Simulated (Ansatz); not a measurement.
# C6H3F3: the cost of one run

The runs use Ansatz 0.2.0, Gaussian basis; the settings change from run to run.

### 1 The molecule

The structure was relaxed beforehand with PBE0-D4 in a triple-zeta def2 set.

12 atoms, charge 0, spin multiplicity 1.

Atoms are counted from 1 here; the program's logs count them from 0.

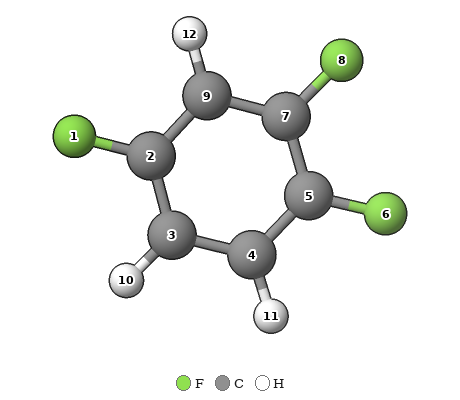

The structure; fluorine green, carbon grey, hydrogen white; atoms are numbered from 1 in the order of the file.

### 2 B2PLYP/def2-SVPD

Options: coordinates scaled by 0.92, relativity set to none.

File in.yaml:

```yaml
crystal:
  periodic: [false, false, false]
  atoms:
    - {symbol: F, position_ang: [2.294379, -0.635473, 0.763602]}
    - {symbol: C, position_ang: [1.170614, -0.319098, 0.377938]}
    - {symbol: C, position_ang: [1.043377, 0.287095, -0.730364]}
    - {symbol: C, position_ang: [-0.128033, 0.610526, -1.120484]}
    - {symbol: C, position_ang: [-1.136365, 0.325836, -0.405239]}
    - {symbol: F, position_ang: [-2.265834, 0.631423, -0.769700]}
    - {symbol: C, position_ang: [-0.983135, -0.283954, 0.705041]}
    - {symbol: F, position_ang: [-1.965880, -0.550570, 1.381896]}
    - {symbol: C, position_ang: [0.173708, -0.614140, 1.110431]}
    - {symbol: H, position_ang: [1.848592, 0.500348, -1.275222]}
    - {symbol: H, position_ang: [-0.270685, 1.086903, -1.983650]}
    - {symbol: H, position_ang: [0.290101, -1.089773, 1.977029]}
basis:
  gaussian: {orbitals: def2-SVPD}
hamiltonian: {xc: {name: B2PLYP}, pseudopotentials: {relativity: none}}
output: {forces: true}
```

Started as:

```
$ ansatz run in.yaml --threads 4 --pin off --events-out ev --progress --plain --max-ram 11315MiB
```

**Question.** How long does this run take on 4 threads of Arm Neoverse V1, shared host, and how much memory does it need?

About 22 s, with a peak of 0.89 GiB.
